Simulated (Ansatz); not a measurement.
**CH4BBrO: small, medium and large basis sets**

How large a basis does CH4BBrO need? Two functionals are run in growing sets.

Computed with Ansatz 0.2.0, Gaussian basis. Level: one geometry, several basis sets.

Levels to be run: PBE0-D4/def2-SVP; ωB97M-V/def2-SVP; PBE0-D4/def2-QZVPP; ωB97M-V/def2-QZVPP; the functionals' def2-TZVPP values are taken from earlier runs.

## 1. The geometry

An earlier PBE0-D4 in a triple-zeta def2 set relaxation fixed the geometry.

SMILES `OCBBr`, 8 atoms, charge 0, spin multiplicity 1.

Atoms are counted from 1 here; the program's logs count them from 0.

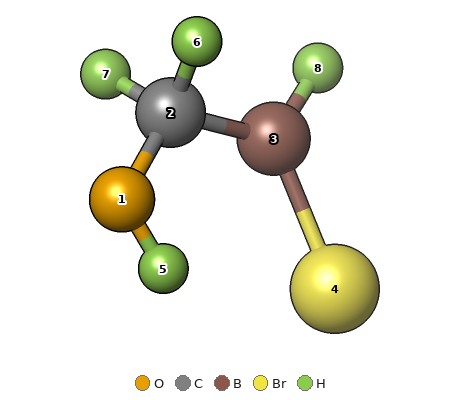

The structure; oxygen amber, carbon grey, boron brown, bromine yellow, hydrogen green; atoms are numbered from 1 in the order of the file.

Geometry (Å):

```
O    -0.0661    1.5167   -0.4355
C     0.5344    0.4039    0.1715
B    -0.1758   -0.9702    0.1379
Br   -1.8667   -1.1592   -0.7301
H    -0.9037    1.2373   -0.8202
H     0.7370    0.6186    1.2362
H     1.5403    0.2381   -0.2550
H     0.2929   -1.9424    0.6395
```

## 2. PBE0-D4 in def2-SVP

The input, in.yaml:

```yaml
crystal:
  periodic: [false, false, false]
  atoms:
    - {symbol: O, position_ang: [-0.066147, 1.516741, -0.435498]}
    - {symbol: C, position_ang: [0.534413, 0.403892, 0.171489]}
    - {symbol: B, position_ang: [-0.175835, -0.970194, 0.137884]}
    - {symbol: Br, position_ang: [-1.866743, -1.159243, -0.730137]}
    - {symbol: H, position_ang: [-0.903732, 1.237321, -0.820164]}
    - {symbol: H, position_ang: [0.736989, 0.618643, 1.236185]}
    - {symbol: H, position_ang: [1.540257, 0.238143, -0.255039]}
    - {symbol: H, position_ang: [0.292898, -1.942404, 0.639480]}
basis:
  gaussian: {orbitals: def2-SVP}
hamiltonian: {xc: pbe0, dispersion: d4}
output: {orbitals: {seedname: orbitals}}
```

On the command line:

```bash
> ansatz run in.yaml --threads 2 --pin off --events-out ev --progress --plain --max-ram 4352MiB
```

The runs that follow: ωB97M-V in def2-SVP; PBE0-D4 in def2-QZVPP; ωB97M-V in def2-QZVPP.

Before running them: what should the planned runs give, taken together? Wanted: PBE0-D4: double and triple zeta above quadruple; ωB97M-V: double and triple zeta above quadruple.

**Answer**, as computed:

```
                                       quantity           value
PBE0-D4: double and triple zeta above quadruple  14.61, 1.66 eV
ωB97M-V: double and triple zeta above quadruple  14.69, 1.60 eV
```

PBE0-D4 gains 12.96 eV from double to triple zeta, then 1.66 eV more. Total energies overstate the basis error of differences, where much of it tends to cancel.
